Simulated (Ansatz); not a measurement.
Input file:

```
crystal:
  lattice:
    - [7.2540313335, 0.0, -0.6823853865]
    - [0.0, 4.1978530045, 0.0]
    - [-0.7378076804, 0.0, 7.062585493]
  atoms:
    - { symbol: Mg, position: [0.4891073156, 0.5, 0.1216254406] }
    - { symbol: Mg, position: [-0.0219065904, 0.5, 0.8771093365] }
    - { symbol: Mg, position: [0.020113174, 0.0, 0.3737967211] }
    - { symbol: Sn, position: [0.4543941442, 0.0, 0.5743895656] }
    - { symbol: Se, position: [0.1026066736, 0.0, 0.744785249] }
    - { symbol: Se, position: [0.1615165115, 0.5, 0.233153847] }
    - { symbol: Se, position: [0.6146587978, 0.5, 0.802347547] }
    - { symbol: Se, position: [0.6631089736, 0.0, 0.2727932931] }
kpoints:
  mp_grid: { grid: [4, 6, 4] }
hamiltonian:
  xc: r2scan
  dispersion: rvv10
scf:
  occupations: { method: fermi_dirac, width: 0.03 }
relax:
  f_tol: 0.01
  cell: {}
  max_steps: 120
output:
  write_density: true
  write_potential: true
  elf: true
  volumetric_format: npy
```

Command:

```sh
ansatz run input.yaml --threads 4 --pin off --max-ram 4608MiB --backend cpu --events-out ev --progress --plain --runs-dir out
```

Below, planes, directions and counts refer to the conventional cell (a = 7.20 Å, b = 4.19 Å, c = 7.27 Å, α = 90.00°, β = 99.79°, γ = 90.00°).

The fields are those of the run's last geometry, not of the input's.

Space group Pm; a structure from a database of computed crystals, not necessarily the ambient phase; started from the Al3GaN4-6 prototype, which need not be the ambient phase.

The calculation used DFT, r2SCAN+rVV10, plane waves, PAW in Ansatz.

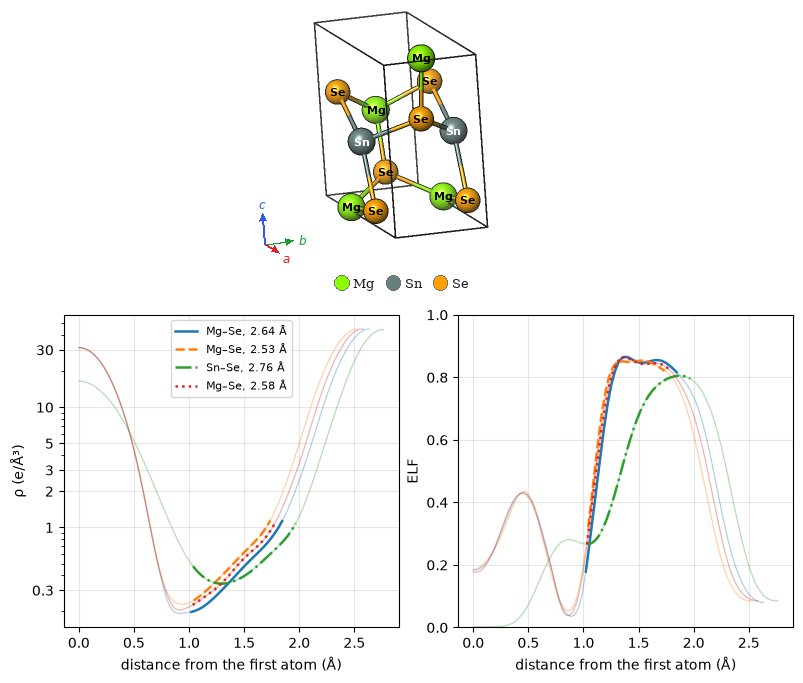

Mg3SnSe4. Valence pseudo-density and electron localisation function along straight lines between neighbouring atoms. Thin, pale parts lie inside the atomic spheres. The structure is drawn too.

Core electrons are frozen (PAW), and the valence fields are smoothed inside the atomic spheres.

Compare the contacts.

Mg–Se (2.64 Å): the density is about 0.31 e/Å³ at the midpoint; the ELF peaks at about 0.85 in the valence shell of Se, 1.3 Å from its nucleus, and falls to about 0.05 next to Mg: a closed-shell, largely ionic contact.
Mg–Se (2.53 Å): ρ at the midpoint is about 0.37 e/Å³; the ELF is about 0.85 at the midpoint; a closed-shell, largely ionic contact.
Sn–Se (2.76 Å): the density is about 0.35 e/Å³ at the midpoint; the ELF is about 0.55 at the midpoint.
Mg–Se (2.58 Å): the density is about 0.34 e/Å³ at the midpoint; the ELF peaks at about 0.85 in the valence shell of Se, 1.2 Å from its nucleus, and falls to about 0.05 next to Mg; an ionic contact with no shared pair.
